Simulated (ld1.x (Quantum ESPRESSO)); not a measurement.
**Pseudopotential generation for hafnium: TM, PBE**

Aim: build the potential from the settings below, then test how well it stands in for the atom: other configurations, scattering, ghost states and the plane-wave cutoff that it needs.

The numbers are computed with ld1.x (Quantum ESPRESSO) 7.5 (PBE, scalar-relativistic, spin-unpolarised reference atom).

### 1 The atom and the settings

Typed settings, in words:

```
element                 : hafnium (Hf, Z = 72)
type                    : norm-conserving Troullier–Martins (Kleinman–Bylander form)
frozen core             : [Xe] 4f14
valence charge          : 4
reference configuration : 5d2 6s2 6p0
partial waves           : 6s (bound): rc 2.60 bohr; 6p (bound, empty): rc 4.20 bohr; 5f channel at -0.15 Ry: rc 3.95 bohr; 5d (bound): rc 1.80 bohr
local potential         : the d channel
core correction         : Bessel-smoothed model core inside 1.30 bohr
```

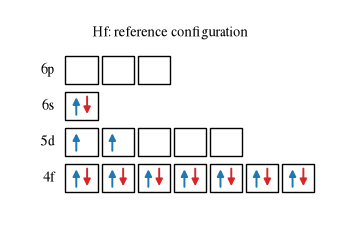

The outer shells as boxes. The arrows follow Hund's rule for the drawing; the calculation itself is spin-unpolarised.

### 2 Generation

Hf.in reads:

```
 &input
   title='Hf', zed=72., rel=1, dft='PBE', iswitch=3,
   config='[Xe] 4f14 5d2 5f-2 6s2 6p0',
   nld=4, rlderiv=4.55, eminld=-2.0, emaxld=5.0, deld=0.02
 /
 &inputp
   pseudotype=2, tm=.true., lloc=2,
   nlcc=.true., new_core_ps=.true., rcore=1.30,
   file_pseudopw='Hf.UPF', file_wfcaegen='ae.wfc', file_wfcncgen='nc.wfc', file_beta='beta', file_chi='chi'
 /
4
6S  1  0   2.00   0.00  2.60  2.60  0.0
6P  2  1   0.00   0.00  4.20  4.20  0.0
5F  4  3  -2.00  -0.15  3.95  3.95  0.0
5D  3  2   2.00   0.00  1.80  1.80  0.0
 &test
   configts(1)='5d2 6s2 6p0'
 /
```

Command:

```sh
$ ld1.x < Hf.in > Hf.out
```

Output in Hf.out (without the banner and most projector matrices):

```text
     Program LD1 v.7.5
     --------------------------- All-electron run ----------------------------

     Hf
     scalar relativistic calculation

     atomic number is 72.00
     dft =PBE   lsd =0 sic =0 latt =0  beta=0.20 tr2=1.0E-14
     Exchange-correlation= PBE
                           (   1   4   3   4   0   0   0)
     mesh =1271 r(mesh) =  99.31870 a.u. xmin = -7.00 dx = 0.01250
     1 Ry =  13.60569312 eV, c = 137.03599908

     n l     nl                  e(Ry)          e(Ha)          e(eV)
     1 0     1S 1( 2.00)     -4798.6110     -2399.3055    -65288.4286
     2 0     2S 1( 2.00)      -820.6457      -410.3228    -11165.4529
     2 1     2P 1( 6.00)      -720.5158      -360.2579     -9803.1172
     3 0     3S 1( 2.00)      -186.9869       -93.4935     -2544.0869
     3 1     3P 1( 6.00)      -157.0786       -78.5393     -2137.1631
     4 0     4S 1( 2.00)       -37.6716       -18.8358      -512.5485
     4 1     4P 1( 6.00)       -27.8617       -13.9309      -379.0778
     3 2     3D 1(10.00)      -121.7032       -60.8516     -1655.8558
     5 0     5S 1( 2.00)        -4.9256        -2.4628       -67.0155
     5 1     5P 1( 6.00)        -2.6146        -1.3073       -35.5735
     4 2     4D 1(10.00)       -15.1900        -7.5950      -206.6705
     4 3     4F 1(14.00)        -1.2373        -0.6187       -16.8347
     5 2     5D 1( 2.00)        -0.1976        -0.0988        -2.6887
     6 0     6S 1( 2.00)        -0.3754        -0.1877        -5.1082
     6 1     6P 1( 0.00)        -0.1026        -0.0513        -1.3962

     final scf error:  9.5E-15 reached in  28 iterations

     Etot =  -30156.442974 Ry,  -15078.221487 Ha, -410299.308785 eV

     Ekin =   33046.727666 Ry,   16523.363833 Ha,  449623.635342 eV
     Encl =  -74400.522534 Ry,  -37200.261267 Ha,-1012270.677782 eV
     Eh   =   11812.508265 Ry,    5906.254132 Ha,  160717.362466 eV
     Exc  =    -615.156371 Ry,    -307.578186 Ha,   -8369.628810 eV

     normalization and overlap integrals

     s(1S/1S) =  1.000000  <r> =   0.0190  <r2> =    0.0005  r(max) =   0.0120
     s(2S/2S) =  1.000000  <r> =   0.0804  <r2> =    0.0076  r(max) =   0.0679
     s(2P/2P) =  1.000000  <r> =   0.0717  <r2> =    0.0063  r(max) =   0.0556
     s(3S/3S) =  1.000000  <r> =   0.2086  <r2> =    0.0498  r(max) =   0.1917
     s(3P/3P) =  1.000000  <r> =   0.2085  <r2> =    0.0504  r(max) =   0.1893
     s(4S/4S) =  1.000000  <r> =   0.4682  <r2> =    0.2475  r(max) =   0.4375
     s(4P/4P) =  1.000000  <r> =   0.4976  <r2> =    0.2818  r(max) =   0.4599
     s(3D/3D) =  1.000000  <r> =   0.1890  <r2> =    0.0419  r(max) =   0.1550
     s(5S/5S) =  1.000000  <r> =   1.1348  <r2> =    1.4495  r(max) =   1.0109
     s(5P/5P) =  1.000000  <r> =   1.3423  <r2> =    2.0507  r(max) =   1.1599
     s(4D/4D) =  1.000000  <r> =   0.5352  <r2> =    0.3323  r(max) =   0.4716
     s(4F/4F) =  1.000000  <r> =   0.6773  <r2> =    0.5953  r(max) =   0.4542
     s(5D/5D) =  1.000000  <r> =   2.5139  <r2> =    7.9530  r(max) =   1.6876
     s(6S/6S) =  1.000000  <r> =   3.4500  <r2> =   13.5887  r(max) =   2.8888
     s(6P/6P) =  1.000000  <r> =   5.1293  <r2> =   30.7367  r(max) =   4.0484

     ------------------------ End of All-electron run ------------------------

     --------------------- Generating NC pseudopotential ---------------------

      Generating local pot.: lloc=2, matching radius rcloc =   1.8000

      Computing core charge for nlcc:

       r > 1.31 : true rho core
      Core charge pseudized with two Bessel functions
      Integrated core pseudo-charge :  19.27

      Wfc   6S  rcut= 2.581  Using Troullier-Martins method

      Wfc   6P  rcut= 4.151  Using Troullier-Martins method

      Wfc   5F  rcut= 3.948  Using Troullier-Martins method

     ------------------- End of pseudopotential generation -------------------

     [... the all-electron block is printed once more ...]


     Computing logarithmic derivative in   4.55900
     Computing logarithmic derivative in   4.55900
     Computing the partial wave expansion
     R is outside the sphere for l=    0 j= 0.00
     R is outside the sphere for l=    1 j= 0.00
       no projector for channel:   2
     R is outside the sphere for l=    3 j= 0.00

     ---------------------- Testing the pseudopotential ----------------------

     Hf
     scalar relativistic calculation

     atomic number is 72.00   valence charge is  4.00
     dft =PBE   lsd =0 sic =0 latt =0  beta=0.20 tr2=1.0E-14
     mesh =1271 r(mesh) =  99.31870 xmin = -7.00 dx = 0.01250

     n l     nl             e AE (Ry)        e PS (Ry)    De AE-PS (Ry)
     3 2     5D   1( 2.00)       -0.19761       -0.19761       -0.00000
     1 0     6S   1( 2.00)       -0.37544       -0.37544        0.00000
     2 1     6P   1( 0.00)       -0.10262       -0.10262        0.00000

     eps = 2.6E-17  iter =  6

     Etot =  -30156.442974 Ry,  -15078.221487 Ha, -410299.308785 eV
     Etotps =   -40.949229 Ry,     -20.474615 Ha,    -557.142645 eV

     Ekin =       5.020555 Ry,       2.510278 Ha,      68.308135 eV
     Encl =     -13.688083 Ry,      -6.844041 Ha,    -186.235856 eV
     Ehrt =       4.855994 Ry,       2.427997 Ha,      66.069168 eV
     Ecxc =     -37.851421 Ry,     -18.925710 Ha,    -514.994818 eV
     (Ecc =     -35.227079 Ry,     -17.613540 Ha,    -479.288833 eV)
     Epseu=       0.713725 Ry,       0.356863 Ha,       9.710726 eV

     ---------------------- End of pseudopotential test ----------------------
```

Wall time 2.8 s (1 thread of Neoverse-V2, shared host). This counts the later configuration tests of the new file too.

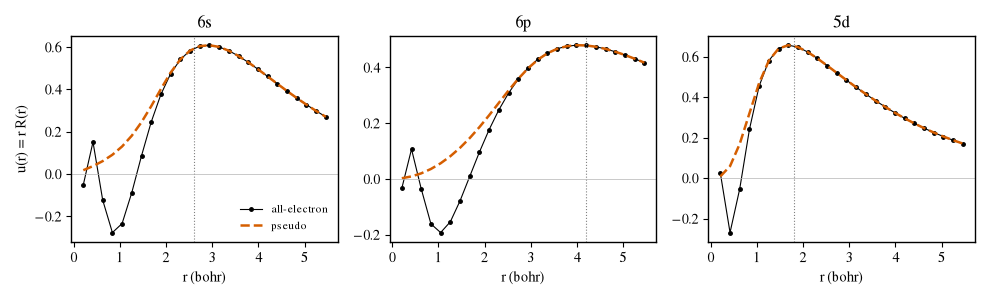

All-electron and pseudo partial waves (6s, 6p, 5d), with the matching radii dotted. The curves join 26 sampled radii, too few to resolve the innermost nodes.

### 3 Configuration tests

Hf.test.in reads:

```
 &input
   title='Hf', zed=72., rel=1, dft='PBE', iswitch=2,
   config='[Xe] 4f14 5d2 5f-2 6s2 6p0'
 /
 &test
   file_pseudo='Hf.UPF', nconf=8,
   configts(1)='5d2 6s2 6p0',
   configts(2)='5d2 6s1 6p0',
   configts(3)='5d2 6s0 6p0',
   configts(4)='5d1 6s0 6p0',
   configts(5)='5d2 6s1 6p1',
   configts(6)='5d1 6s2 6p0',
   configts(7)='5d3 6s1 6p0',
   configts(8)='5d1 6s2 6p1'
 /
```

Command:

```sh
$ ld1.x < Hf.test.in > Hf.test.out
```

Hf.test.out, the pseudopotential blocks, each with the warnings that came before it:

```text
     ---------------------- Testing the pseudopotential ----------------------

     Hf
     scalar relativistic calculation

     atomic number is 72.00   valence charge is  4.00
     dft =PBE   lsd =0 sic =0 latt =0  beta=0.20 tr2=1.0E-14
     mesh =1271 r(mesh) =  99.31870 xmin = -7.00 dx = 0.01250

     n l     nl             e AE (Ry)        e PS (Ry)    De AE-PS (Ry)
     3 2     5D   1( 2.00)       -0.19761       -0.19761       -0.00000
     1 0     6S   1( 2.00)       -0.37544       -0.37544        0.00000
     2 1     6P   1( 0.00)       -0.10262       -0.10262        0.00000

     eps = 3.0E-17  iter =  6

     Etot =  -30156.442974 Ry,  -15078.221487 Ha, -410299.308785 eV
     Etotps =   -40.949229 Ry,     -20.474615 Ha,    -557.142645 eV

     Ekin =       5.020555 Ry,       2.510278 Ha,      68.308135 eV
     Encl =     -13.688083 Ry,      -6.844041 Ha,    -186.235856 eV
     Ehrt =       4.855994 Ry,       2.427997 Ha,      66.069168 eV
     Ecxc =     -37.851421 Ry,     -18.925710 Ha,    -514.994818 eV
     (Ecc =     -35.227079 Ry,     -17.613540 Ha,    -479.288833 eV)
     Epseu=       0.713725 Ry,       0.356863 Ha,       9.710726 eV

     ---------------------- End of pseudopotential test ----------------------

     Warning: n=2, l=1 expected 0 nodes, found 1
     ---------------------- Testing the pseudopotential ----------------------

     Hf
     [...]
     n l     nl             e AE (Ry)        e PS (Ry)    De AE-PS (Ry)
     3 2     5D   1( 2.00)       -0.67663       -0.67574       -0.00089
     1 0     6S   1( 1.00)       -0.80664       -0.80776        0.00112
     2 1     6P   1( 0.00)       -0.46737       -0.46737        0.00000

     eps = 4.5E-16  iter =  7

     Etot =  -30155.856735 Ry,  -15077.928367 Ha, -410291.332597 eV
     Etotps =   -40.362281 Ry,     -20.181140 Ha,    -549.156803 eV
     dEtot_ae =       0.586239 Ry
     dEtot_ps =       0.586949 Ry,   Delta E=      -0.000710 Ry

     [...]
     ---------------------- End of pseudopotential test ----------------------

     ---------------------- Testing the pseudopotential ----------------------

     Hf
     [...]
     n l     nl             e AE (Ry)        e PS (Ry)    De AE-PS (Ry)
     3 2     5D   1( 2.00)       -1.22774       -1.22872        0.00098
     1 0     6S   1( 0.00)       -1.28626       -1.29031        0.00404
     2 1     6P   1( 0.00)       -0.88327       -0.88327        0.00000

     eps = 1.4E-18  iter =  7

     Etot =  -30154.814546 Ry,  -15077.407273 Ha, -410277.152887 eV
     Etotps =   -39.317382 Ry,     -19.658691 Ha,    -534.940228 eV
     dEtot_ae =       1.628428 Ry
     dEtot_ps =       1.631848 Ry,   Delta E=      -0.003419 Ry

     [...]
     ---------------------- End of pseudopotential test ----------------------

     Warning: n=1, l=0 expected 0 nodes, found 1
     ---------------------- Testing the pseudopotential ----------------------

     Hf
     [...]
     n l     nl             e AE (Ry)        e PS (Ry)    De AE-PS (Ry)
     3 2     5D   1( 1.00)       -1.99375       -2.02557        0.03183  !
     1 0     6S   1( 0.00)       -1.90796       -1.90796        0.00000
     2 1     6P   1( 0.00)       -1.41859       -1.41859        0.00000

     eps = 8.9E-15  iter =  5

     Etot =  -30153.212710 Ry,  -15076.606355 Ha, -410255.358809 eV
     Etotps =   -37.701130 Ry,     -18.850565 Ha,    -512.949999 eV
     dEtot_ae =       3.230264 Ry
     dEtot_ps =       3.248100 Ry,   Delta E=      -0.017836 Ry

     [...]
     ---------------------- End of pseudopotential test ----------------------

     BEWARE! Errors in PS-KS equations
     Warning: n=3, l=2 expected 0 nodes, found 1
     ---------------------- Testing the pseudopotential ----------------------

     Hf
     [...]
     n l     nl             e AE (Ry)        e PS (Ry)    De AE-PS (Ry)
     3 2     5D   1( 2.00)       -0.28503       -0.00000       -0.28503  !
     1 0     6S   1( 1.00)       -0.44109       -0.00035       -0.44074  !
     2 1     6P   1( 1.00)       -0.15157       -0.00000       -0.15157  !

     eps = 5.6E-15  iter = 94

     Etot =  -30156.161789 Ry,  -15078.080895 Ha, -410295.483069 eV
     Etotps =   -35.788872 Ry,     -17.894436 Ha,    -486.932406 eV
     dEtot_ae =       0.281185 Ry
     dEtot_ps =       5.160357 Ry,   Delta E=      -4.879172 Ry

     [...]
     ---------------------- End of pseudopotential test ----------------------

     ---------------------- Testing the pseudopotential ----------------------

     Hf
     [...]
     n l     nl             e AE (Ry)        e PS (Ry)    De AE-PS (Ry)
     3 2     5D   1( 1.00)       -0.78464       -0.79862        0.01398  !
     1 0     6S   1( 2.00)       -0.87102       -0.87202        0.00100
     2 1     6P   1( 0.00)       -0.50801       -0.50801        0.00000

     eps = 1.7E-15  iter =  7

     Etot =  -30155.965354 Ry,  -15077.982677 Ha, -410292.810441 eV
     Etotps =   -40.466440 Ry,     -20.233220 Ha,    -550.573962 eV
     dEtot_ae =       0.477619 Ry
     dEtot_ps =       0.482789 Ry,   Delta E=      -0.005170 Ry

     [...]
     ---------------------- End of pseudopotential test ----------------------

     ---------------------- Testing the pseudopotential ----------------------

     Hf
     [...]
     n l     nl             e AE (Ry)        e PS (Ry)    De AE-PS (Ry)
     3 2     5D   1( 3.00)       -0.14602       -0.14411       -0.00192
     1 0     6S   1( 1.00)       -0.34816       -0.35146        0.00331
     2 1     6P   1( 0.00)       -0.09394       -0.09625        0.00230

     eps = 6.7E-15  iter = 13

     Etot =  -30156.252406 Ry,  -15078.126203 Ha, -410296.715970 eV
     Etotps =   -40.755387 Ry,     -20.377693 Ha,    -554.505282 eV
     dEtot_ae =       0.190568 Ry
     dEtot_ps =       0.193843 Ry,   Delta E=      -0.003274 Ry

     [...]
     ---------------------- End of pseudopotential test ----------------------

     BEWARE! Errors in PS-KS equations
     ---------------------- Testing the pseudopotential ----------------------

     Hf
     [...]
     n l     nl             e AE (Ry)        e PS (Ry)    De AE-PS (Ry)
     3 2     5D   1( 1.00)       -0.36520       -0.79862        0.43342  !
     1 0     6S   1( 2.00)       -0.48190       -0.87202        0.39013  !
     2 1     6P   1( 1.00)       -0.16809       -0.16809        0.00000

     eps = 4.2E-15  iter = 19

     Etot =  -30156.298773 Ry,  -15078.149386 Ha, -410297.346824 eV
     Etotps =   -40.634528 Ry,     -20.317264 Ha,    -552.860919 eV
     dEtot_ae =       0.144201 Ry
     dEtot_ps =       0.314701 Ry,   Delta E=      -0.170500 Ry

     [...]
     ---------------------- End of pseudopotential test ----------------------
```

2 tests gave no usable energy difference (5d2 6s1 6p1; 5d1 6s2 6p1).

The tests as a table, with energies relative to 5d2 6s2 6p0. A star marks tests that logged a warning. The frozen-core shift comes from a second all-electron run, not shown, with the core orbitals held at their reference shape; it is that run's ΔE less the relaxed one.

| valence configuration | charge | ΔE all-electron (eV) | error AE − PS (meV) | frozen-core shift (meV) |
| --- | --- | --- | --- | --- |
| 5d2 6s1 6p0 * | +1 | 7.976 | -9.7 | +5.3 |
| 5d2 6s0 6p0 | +2 | 22.156 | -47 | +30 |
| 5d1 6s0 6p0 * | +3 | 43.950 | -243 | +330 |
| 5d1 6s2 6p0 | +1 | 6.498 | -70 | +58 |
| 5d3 6s1 6p0 | 0 | 2.593 | -45 | +24 |

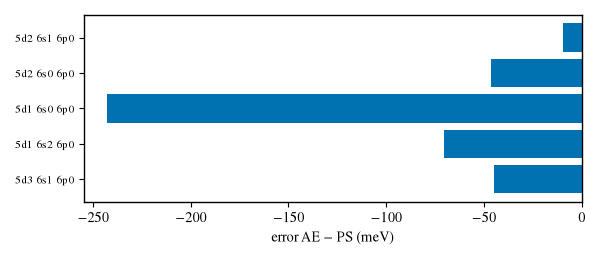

Error of the potential in each test configuration.

### 4 Logarithmic derivatives

Taken from the files of the generation run. The phase is arctan(r·u′/u) with u = r·R, unwrapped, with energies in Ry. A pole is an energy at which the radial function vanishes at the test radius. The pseudo phase is shifted by a multiple of π to meet the all-electron one at the reference energy. Levels narrower than the energy grid can be missing from the poles. The last column is the largest difference on the grid between −1 and +1 Ry.

```tsv
channel	radius (bohr)	reference (Ry)	poles AE	poles PS	window around the reference with phases within 0.05 rad (Ry)	largest difference near zero (rad)
s	4.56	-0.38	-0.12, 2.36	-0.12, 2.19, 4.94	below 0.8	0.109
p	4.56	-0.10	0.48, 3.18	-0.35, 0.49, 3.08	-0.3 to 1.4	3.139
d	4.56	-0.20	-0.12, 1.62, 4.65	-0.12, 1.62, 4.61	below 2.8	0.004
f	4.56	-0.15	-1.23, 1.40, 3.61	1.39, 3.65	-1.2 to 2.2	0.010
```

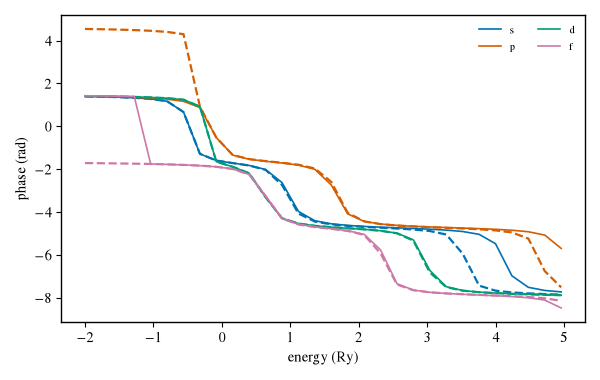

All-electron (solid) and pseudo (dashed) phases against energy.

### 5 Cutoff and ghost test in a Bessel basis

A separate test, outside the generator: the pseudo-atom's Hamiltonian at the reference potential is diagonalised in spherical Bessel functions j_l(qr) that vanish at 20 bohr, with q² up to the cutoff.

All-electron valence levels (Ry): 6s -0.3754, 6p -0.1026, 5d -0.1976. The lowest levels of each channel (Ry) by cutoff; the last column sums, over occupied levels, occupation times the distance from the level at 400 Ry. A positive value at high cutoff is not a bound level.

| cutoff (Ry) | s #1 | s #2 | p #1 | p #2 | f #1 | d #1 | Σ f·Δε (mRy) |
| --- | --- | --- | --- | --- | --- | --- | --- |
| 8 | -1.7817 | -0.3721 | -0.1026 | 0.0453 | 0.1026 | -0.0685 | 265.0 |
| 10 | -2.2283 | -0.3738 | -0.1026 | 0.0448 | 0.1026 | -0.1069 | 184.7 |
| 15 | -2.6326 | -0.3752 | -0.2569 | -0.1026 | 0.1026 | -0.1660 | 63.7 |
| 18 | -2.7009 | -0.3753 | -0.3143 | -0.1026 | 0.1026 | -0.1873 | 20.8 |
| 21 | -2.7098 | -0.3753 | -0.3424 | -0.1026 | 0.1026 | -0.1936 | 8.3 |
| 25 | -2.7112 | -0.3754 | -0.3570 | -0.1026 | 0.1026 | -0.1963 | 2.7 |
| 30 | -2.7113 | -0.3754 | -0.3592 | -0.1026 | 0.1026 | -0.1974 | 0.4 |
| 35 | -2.7115 | -0.3754 | -0.3593 | -0.1026 | 0.1026 | -0.1975 | 0.2 |
| 40 | -2.7117 | -0.3754 | -0.3594 | -0.1026 | 0.1026 | -0.1976 | 0.1 |
| 400 | -2.7121 | -0.3755 | -0.3597 | -0.1026 | 0.1026 | -0.1976 | 0.0 |

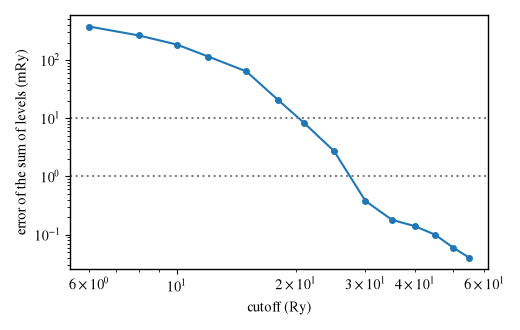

Occupation-weighted error of the valence levels against the cutoff; the dotted lines mark 10 and 1 mRy.

The sum stays within 10 mRy from 21 Ry and within 1 mRy from 30 Ry. The sum leaves out empty levels, which can need more. Ghost test: ghost states, bound below the all-electron valence or empty levels of the same l: s at -36.9 eV, p at -4.9 eV.

### 6 Summary of results

```
                                                quantity                                                                         value
               cutoffs for 10 and 1 mRy, occupied levels                                                               21 Ry and 30 Ry
                                            bound ghosts                                                 s at -36.90 eV, p at -4.89 eV
                            largest test error (AE − PS)  -243 meV, for 5d1 6s0 6p0 (one of 4 tests with a warning) (2 tests unsolved)
largest phase difference near zero energy, channels read                                                                     3.139 rad
```

**Reading.** It has a bound ghost (s, p), a state that the atom doesn't have, and that rules the file out. The worst unpolarised test, 5d1 6s0 6p0, is off by 243 meV on 43.9 eV; by total energies transferability rates as poor. Freezing the core accounts for most of it. Of the tests 2 gave no usable energy difference, which is a warning in itself. The potential is soft on the atom at that tolerance: the looser tolerance needs 21 Ry. The slowest occupied level is 5d: taken alone it needs 30 Ry to come within 1 mRy, against 12 Ry for 6s. Near zero energy the largest phase difference among the channels read is 3.14 rad, in the p channel. A step near π is an extra or missing state, not a misfit of shape. The pseudo curves have a pole with no partner nearby in the atom's: p at -0.35 Ry.
